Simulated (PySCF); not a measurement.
# C₂H₂B₂Cl₂F₂: geometry, spin-spin couplings

Aim: predict the spin-spin couplings of C₂H₂B₂Cl₂F₂ (`C=C(B(F)F)B(Cl)Cl`).

Computed with PySCF 2.14.0, with density-fitted response routines of our own, on a single molecule in the gas phase. Atoms are numbered from 0 throughout.

### 1 The molecule as given

10 atoms, charge 0, multiplicity 1; geometry from: GFN2-xTB. The atoms were then displaced at random by about 0.01 Å, so the start is not that level's minimum.

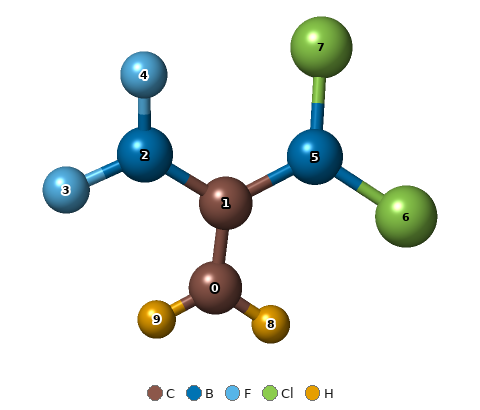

The starting geometry (carbon brown, boron blue, fluorine blue, chlorine green, hydrogen amber), atoms numbered.

### 2 Geometry optimisation at PBE0-D3(BJ)/def2-SVP

What the job is given:

```
{"job": {"xc": "PBE0", "basis": "def2-SVP", "d3": "d3bj", "grid": 1, "shake": 0.01, "kind": "geom"}, "charge": 0, "multiplicity": 1}
C     -0.495290    -1.360070    -0.037000
C     -0.022750    -0.089540    -0.008110
B      1.519850     0.069920     0.087980
F      2.364240    -0.966990     0.259710
F      2.176690     1.209880    -0.011950
B     -0.988170     1.160130    -0.063040
Cl    -2.578720     0.963740    -0.643520
Cl    -0.471950     2.708130     0.471340
H     -1.577900    -1.514720    -0.096890
H      0.124430    -2.201410     0.020420
```

On the command line:

```console
$ OMP_NUM_THREADS=1 python probes_run.py task.json out
```

This one command runs all jobs of the session in turn.

Output:

```text
step   0  E = -1246.22584115  max force = 0.042182
step   1  E = -1246.23006738  max force = 0.010071
step   2  E = -1246.23078261  max force = 0.006120
step   3  E = -1246.23157412  max force = 0.007270
step   4  E = -1246.23181022  max force = 0.001252
step   5  E = -1246.23188270  max force = 0.001047
step   6  E = -1246.23195323  max force = 0.001393
step   7  E = -1246.23197790  max force = 0.000826
step   8  E = -1246.23198106  max force = 0.000344
optimisation converged
```

Wall time 60 s (1 thread of Arm Neoverse V1, shared host); peak memory 0.55 GiB.

Along the way:

```
step  energy from step 0 (eV)  largest force component (eV/Å)
   0                   0.0000                          2.1691
   1                  -0.1150                          0.5179
   2                  -0.1345                          0.3147
   3                  -0.1560                          0.3738
   4                  -0.1624                          0.0644
   5                  -0.1644                          0.0538
   6                  -0.1663                          0.0716
   7                  -0.1670                          0.0425
   8                  -0.1671                          0.0177
```

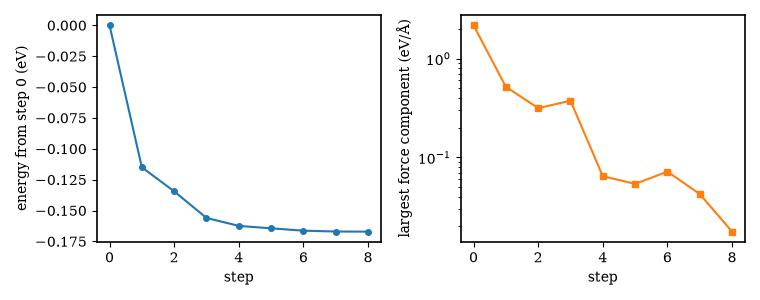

Energy and force, step by step.

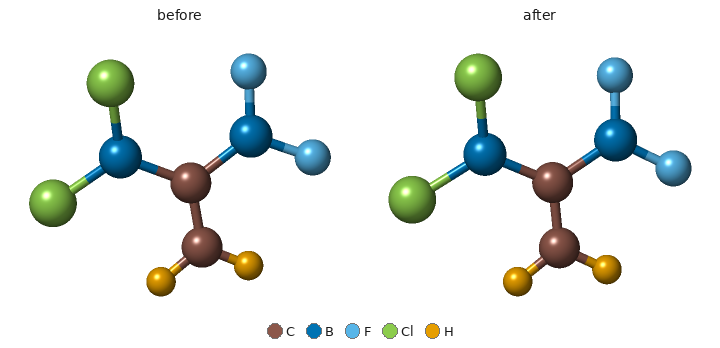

Before and after, at one scale.

Distances of close pairs at the start and the end, largest changes first:

```csv
bond,before (Å),after (Å),change (Å)
B5–Cl6,1.705,1.758,+0.053
C0–H9,1.047,1.096,+0.049
B5–Cl7,1.717,1.749,+0.032
B2–F3,1.348,1.323,-0.026
C1–B5,1.580,1.555,-0.025
C1–B2,1.554,1.559,+0.005
C0–C1,1.356,1.351,-0.005
B2–F4,1.319,1.315,-0.004
```

The final coordinates are the input of the step that follows.

```csv
at the end point,value
point group (found at 0.08 Å tolerance),C1
"rotational constants (GHz, main isotopes)","2.009, 0.929, 0.653"
dipole moment (D),1.97
```

### 3 J couplings: B3LYP/cc-pVTZ

What the job is given:

```
{"job": {"kind": "j", "xc": "B3LYP", "basis": "cc-pVTZ"}, "charge": 0, "multiplicity": 1}
C     -0.576812    -1.292805    -0.004188
C     -0.005240    -0.068333    -0.015422
B      1.552719    -0.029697     0.021614
F      2.244199    -1.138240     0.227874
F      2.251440     1.065327    -0.184984
B     -0.905079     1.200077    -0.033683
Cl    -2.594593     1.108612    -0.510380
Cl    -0.293438     2.760978     0.465074
H     -1.663881    -1.423175    -0.048994
H      0.027122    -2.205067     0.056692
```

With the program's defaults for keys left out, this is: B3LYP/cc-pVTZ indirect spin-spin coupling, non-relativistic, gas phase.

Output:

```text
coarse grid: 11008 points
cycle   1  E = -1247.5013526957  dE =  9.647e-01  |g| = 7.440e-01  |ddm| = 6.725e+00
cycle   2  E = -1247.4097699234  dE =  9.158e-02  |g| = 1.116e+00  |ddm| = 2.180e+00
cycle   3  E = -1247.5944977687  dE = -1.847e-01  |g| = 8.707e-02  |ddm| = 1.216e+00
cycle   4  E = -1247.5959904250  dE = -1.493e-03  |g| = 3.486e-02  |ddm| = 1.851e-01
cycle   5  E = -1247.5962244870  dE = -2.341e-04  |g| = 1.420e-02  |ddm| = 5.962e-02
cycle   6  E = -1247.5962708187  dE = -4.633e-05  |g| = 3.253e-03  |ddm| = 2.175e-02
cycle   7  E = -1247.5962734728  dE = -2.654e-06  |g| = 1.231e-03  |ddm| = 6.316e-03
final grid: 102280 points
cycle   8  E = -1247.6035643931  dE = -1.234e-04  |g| = 6.743e-03  |ddm| = 9.559e-02
cycle   9  E = -1247.6035556552  dE =  8.738e-06  |g| = 8.542e-03  |ddm| = 2.356e-02
cycle  10  E = -1247.6035737521  dE = -1.810e-05  |g| = 1.577e-03  |ddm| = 1.436e-02
cycle  11  E = -1247.6035743053  dE = -5.533e-07  |g| = 5.829e-04  |ddm| = 2.717e-03
cycle  12  E = -1247.6035743866  dE = -8.124e-08  |g| = 1.331e-04  |ddm| = 8.994e-04
cycle  13  E = -1247.6035743911  dE = -4.515e-09  |g| = 4.107e-05  |ddm| = 2.168e-04
cycle  14  E = -1247.6035743914  dE = -3.520e-10  |g| = 7.760e-06  |ddm| = 5.604e-05
converged SCF energy = -1247.6035743914

Indirect spin-spin couplings (Hz)
  i      j    bonds     total        FC       PSO       DSO        SD
  0 C    1 C    1     61.632    71.381    -9.945     0.196         -
  0 C    2 B    2     -0.547    -0.958     0.052     0.063     0.296
  0 C    3 F    3      2.340     2.109    -1.904     0.056     2.080
  0 C    4 F    3     11.722     2.822     5.559    -0.289     3.629
  0 C    5 B    2      1.058     0.499     0.207     0.044     0.307
  0 C    8 H    1    151.857   151.519    -0.303     0.641         -
  0 C    9 H    1    152.248   151.942    -0.323     0.629         -
  1 C    2 B    1     89.212    89.861    -1.370     0.443     0.278
  1 C    3 F    2     29.142    32.654    -3.510     0.031    -0.032
  1 C    4 F    2     37.754    39.194    -1.913     0.073     0.401
  1 C    5 B    1     81.041    82.136    -1.742     0.396     0.251
  1 C    8 H    2     -0.203     1.545    -1.449    -0.300         -
  1 C    9 H    2      1.016     2.771    -1.441    -0.314         -
  2 B    3 F    1   -145.842   -98.860   -47.947     1.073    -0.108
  2 B    4 F    1   -150.169  -101.277   -49.902     1.092    -0.083
  2 B    5 B    2      3.648     3.612    -0.073     0.150    -0.042
  2 B    8 H    3     11.006    11.095     0.304    -0.355    -0.038
  2 B    9 H    3      7.281     7.331    -0.304     0.283    -0.028
  3 F    4 F    2   -219.008    13.579  -235.131    -0.825     3.369
  3 F    5 B    3      4.324     3.399     0.898    -0.182     0.209
  3 F    8 H    4     -1.281    -1.181     1.026    -1.146     0.020
  3 F    9 H    4      0.162     0.761    -1.692     1.303    -0.211
  4 F    5 B    3     -5.117    -4.475    -0.775     0.199    -0.067
  4 F    8 H    4      5.027     4.827     1.558    -1.240    -0.117
  5 B    8 H    3      8.793     8.673    -0.155     0.293    -0.019
  5 B    9 H    3     13.112    13.130     0.405    -0.377    -0.045
  8 H    9 H    2      5.973     6.086     2.824    -2.938         -
```

Run time: 63 s. Hardware: 1 thread of Arm Neoverse V1, shared host; peak memory 1.1 GiB.

This basis has no tight s functions, so the Fermi-contact terms are rough.

Couplings of 1 Hz or more over one to four bonds, nine at most for each number, with means over like pairs (isotopes 11B, 13C, 19F, 1H):

```csv
pair,bonds,J (Hz),Fermi contact (Hz),dihedral (°)
C0–H9,1,152.2,151.9,–
C0–H8,1,151.9,151.5,–
B2–F3,1,-148.0,-100.1,–
C1–B2,1,89.2,89.9,–
C1–B5,1,81.0,82.1,–
C0–C1,1,61.6,71.4,–
F3–F4,2,-219.0,13.6,–
C1–F3,2,33.4,35.9,–
H8–H9,2,6.0,6.1,–
B2–B5,2,3.6,3.6,–
C0–B5,2,1.1,0.5,–
C1–H9,2,1.0,2.8,–
B5–H9,3,13.1,13.1,-177
B2–H8,3,11.0,11.1,-179
B5–H8,3,8.8,8.7,3
B2–H9,3,7.3,7.3,2
C0–F3,3,7.0,2.5,–
F3–H8,4,1.9,1.8,–
```

Means hide unlike values in this fixed geometry: C0–F3 from 2.3 to 11.7 Hz; F3–H8 from -1.3 to 5.0 Hz. They hold only if the pairs exchange fast.

The spin-dipole term was solved for some atoms only; pairs without it lack that part.

The response was solved for the nuclei of B, C, F, H alone, so couplings that need other nuclei can be missing.

Quadrupole couplings from the field gradients of the same density:

```csv
atom,isotope,eQq/h (MHz),η
Cl6,35Cl,-37.9,0.60
Cl7,35Cl,-37.6,0.72
B2,11B,3.469,0.59
B5,11B,3.407,0.69
```

### 4 J couplings: B3LYP/6-31G*

Settings changed since step 3:

```diff
@@ -1,2 +1,2 @@
-{"job": {"kind": "j", "xc": "B3LYP", "basis": "cc-pVTZ"}, "charge": 0, "multiplicity": 1}
+{"job": {"kind": "j", "xc": "B3LYP", "basis": "6-31G*"}, "charge": 0, "multiplicity": 1}
 C     -0.576812    -1.292805    -0.004188
```

With the program's defaults for keys left out, this is: B3LYP/6-31G* indirect spin-spin coupling, non-relativistic, gas phase.

Output:

```text
coarse grid: 11008 points
cycle   1  E = -1247.3371781900  dE =  9.792e-01  |g| = 7.419e-01  |ddm| = 3.384e+00
cycle   2  E = -1247.2506169340  dE =  8.656e-02  |g| = 1.058e+00  |ddm| = 1.294e+00
cycle   3  E = -1247.4384853604  dE = -1.879e-01  |g| = 8.501e-02  |ddm| = 7.575e-01
cycle   4  E = -1247.4401502544  dE = -1.665e-03  |g| = 2.586e-02  |ddm| = 1.200e-01
cycle   5  E = -1247.4402727596  dE = -1.225e-04  |g| = 1.323e-02  |ddm| = 3.263e-02
cycle   6  E = -1247.4403159049  dE = -4.315e-05  |g| = 3.446e-03  |ddm| = 1.349e-02
cycle   7  E = -1247.4403194507  dE = -3.546e-06  |g| = 4.955e-04  |ddm| = 4.327e-03
final grid: 102280 points
cycle   8  E = -1247.3861523150  dE = -2.666e-05  |g| = 5.088e-03  |ddm| = 2.165e-02
cycle   9  E = -1247.3861477497  dE =  4.565e-06  |g| = 6.432e-03  |ddm| = 1.258e-02
cycle  10  E = -1247.3861596392  dE = -1.189e-05  |g| = 7.888e-04  |ddm| = 7.428e-03
cycle  11  E = -1247.3861597861  dE = -1.470e-07  |g| = 2.266e-04  |ddm| = 8.472e-04
cycle  12  E = -1247.3861597974  dE = -1.124e-08  |g| = 9.112e-05  |ddm| = 3.026e-04
cycle  13  E = -1247.3861597994  dE = -2.017e-09  |g| = 2.347e-05  |ddm| = 1.198e-04
cycle  14  E = -1247.3861597995  dE = -1.169e-10  |g| = 4.059e-06  |ddm| = 2.315e-05
converged SCF energy = -1247.3861597995

Indirect spin-spin couplings (Hz)
  i      j    bonds     total        FC       PSO       DSO        SD
  0 C    1 C    1     65.990    74.539    -8.748     0.198         -
  0 C    2 B    2     -3.037    -3.344     0.016     0.062     0.228
  0 C    3 F    3      4.016     3.999    -1.881     0.063     1.835
  0 C    4 F    3     14.481     6.819     4.782    -0.280     3.159
  0 C    5 B    2     -0.904    -1.356     0.143     0.042     0.266
  0 C    8 H    1    168.698   168.640    -0.667     0.725         -
  0 C    9 H    1    169.922   169.905    -0.697     0.714         -
  1 C    2 B    1    101.325   101.719    -1.085     0.445     0.245
  1 C    3 F    2     29.225    32.010    -2.797     0.051    -0.039
  1 C    4 F    2     35.926    37.241    -1.730     0.093     0.322
  1 C    5 B    1     93.953    94.905    -1.531     0.395     0.184
  1 C    8 H    2     -3.223    -1.507    -1.430    -0.286         -
  1 C    9 H    2     -2.086    -0.347    -1.440    -0.299         -
  2 B    3 F    1    -34.858     4.467   -39.880     1.207    -0.652
  2 B    4 F    1    -29.475    11.498   -41.586     1.232    -0.618
  2 B    5 B    2      3.444     3.368    -0.034     0.149    -0.039
  2 B    8 H    3     10.731    10.888     0.218    -0.348    -0.027
  2 B    9 H    3      7.179     7.174    -0.261     0.288    -0.021
  3 F    4 F    2   -131.893    92.299  -227.348    -0.639     3.795
  3 F    5 B    3      9.487     8.781     0.702    -0.174     0.178
  3 F    8 H    4     -1.913    -1.433     0.725    -1.113    -0.092
  4 F    5 B    3     -3.891    -3.326    -0.719     0.206    -0.052
  4 F    8 H    4      4.870     4.875     1.273    -1.206    -0.073
  4 F    9 H    4     -0.952    -0.421     0.837    -1.054    -0.313
  5 B    8 H    3      8.222     8.067    -0.124     0.296    -0.017
  5 B    9 H    3     13.018    13.116     0.309    -0.372    -0.035
  8 H    9 H    2      2.873     4.020     1.653    -2.800         -
```

Run time: 19 s. Hardware: 1 thread of Arm Neoverse V1, shared host; peak memory 0.78 GiB.

The basis is not made for couplings: without tight functions at the nuclei these values are rough.

In short: J(C0,H9) 169.9 Hz, J(C0,H8) 168.7 Hz, J(F3,F4) -131.9 Hz (means over like pairs).

### 5 Run by run: spin-spin couplings

Couplings (Hz), each a mean over the pairs like the one named, with basis size and wall time:

```csv
run,F3–F4,C0–H9,C0–H8,C1–B2,B2–F3,C1–B5,C0–C1,functions,time
B3LYP/cc-pVTZ,-219.0,152.2,151.9,89.2,-148.0,81.0,61.6,276,63 s
B3LYP/6-31G*,-131.9,169.9,168.7,101.3,-32.2,94.0,66.0,124,19 s
```

### 6 Outcome

```
                                     quantity                     value
                                  point group                        C1
         rotational constants (main isotopes)      2.01, 0.93, 0.65 GHz
largest coupling of the table (B3LYP/cc-pVTZ)  2J(F,F) F3–F4, -219.0 Hz
      range of J(F3,F4), mean over like pairs       -219.0 to -131.9 Hz
```

The start of the PBE0/def2-SVP relaxation was shaken at random by about 0.01 Å, so part of the energy gained, and of the first lengths quoted, undoes that. The optimisation took 8 steps and gained 0.167 eV; among the close pairs (by a distance rule), B5–Cl6 changed most, from 1.705 to 1.758 Å. In the run at B3LYP/cc-pVTZ, the largest coupling of the table is F3–F4, -219.0 Hz, of which the Fermi-contact term gives 13.6 Hz. Couplings across rotatable bonds belong to this one conformer; where others are populated, the observed values are averages. Density functionals describe couplings to fluorine poorly, F–F couplings above all, so those rows are rough. The coupling F3–F4, as a mean over pairs of its kind, runs from -219.0 Hz (B3LYP/cc-pVTZ) to -131.9 Hz (B3LYP/6-31G*). Couplings from bases without tight functions are rough.
